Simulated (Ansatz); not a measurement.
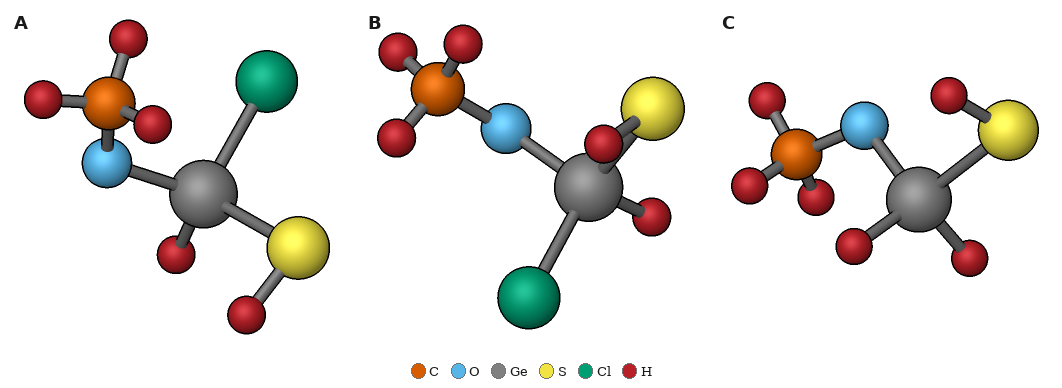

Simulated data, not a measurement (program: Ansatz).

**Match each picture to its SMILES.**
(1) C[O][Ge@@H]([SH])[Cl]
(2) C[O][GeH2][SH]
(3) C[O][Ge@H]([SH])[Cl]

A is (3), B is (1), C is (2).
